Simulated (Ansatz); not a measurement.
# SiBr₂Cl₂: basis-set convergence

Aim: see how fast density functionals converge with the basis set for SiBr₂Cl₂.

Program: Ansatz 0.2.0, Gaussian basis. Level of theory: one geometry, several basis sets. These are calculated values, not measurements.

Plan: PBE0-D4/def2-SVP; ωB97M-V/def2-SVP; PBE0-D4/def2-QZVPP; ωB97M-V/def2-QZVPP; the functionals' def2-TZVPP values are taken from earlier runs.

### Step 1. The geometry

All runs share one geometry, relaxed beforehand with PBE0-D4 in a triple-zeta def2 set.

5 atoms, charge 0, spin multiplicity 1.

Atoms are counted from 1 here; the program's logs count them from 0.

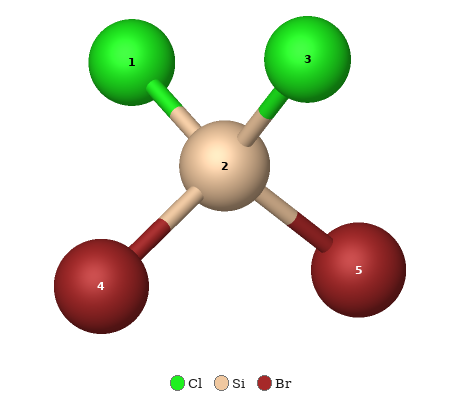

The structure; chlorine green, silicon light orange, bromine red; atoms are numbered from 1 in the order of the file.

### Step 2. PBE0-D4 in def2-SVP

The input, in.yaml:

```yaml
crystal:
  periodic: [false, false, false]
  atoms:
    - {symbol: Cl, position_ang: [-0.615439, -0.277075, 1.920455]}
    - {symbol: Si, position_ang: [0.023112, -0.035386, 0.013872]}
    - {symbol: Cl, position_ang: [1.598195, -1.264430, -0.317464]}
    - {symbol: Br, position_ang: [-1.598978, -0.539446, -1.368211]}
    - {symbol: Br, position_ang: [0.642812, 2.042838, -0.290052]}
basis:
  gaussian: {orbitals: def2-SVP}
hamiltonian: {xc: pbe0, dispersion: d4}
output: {orbitals: {seedname: orbitals}}
```

On the command line:

```console
$ ansatz run in.yaml --threads 4 --pin off --events-out ev --progress --plain --max-ram 10444MiB
```

Further steps of the session: ωB97M-V in def2-SVP; PBE0-D4 in def2-QZVPP; ωB97M-V in def2-QZVPP.

**Question.** What will the summary of the whole plan be? Wanted: PBE0-D4: double and triple zeta above quadruple; ωB97M-V: double and triple zeta above quadruple.

The runs gave:

```
                                       quantity           value
PBE0-D4: double and triple zeta above quadruple  32.44, 3.85 eV
ωB97M-V: double and triple zeta above quadruple  32.06, 3.69 eV
```

**Reading.** For PBE0-D4 the step from double to triple zeta gains 28.58 eV and the next only 3.85 eV. Total energies overstate the basis error of differences, where much of it tends to cancel. The LUMO of ωB97M-V is positive and keeps falling with the basis (1.15 to 0.65 eV): an unbound level that the basis holds in place.
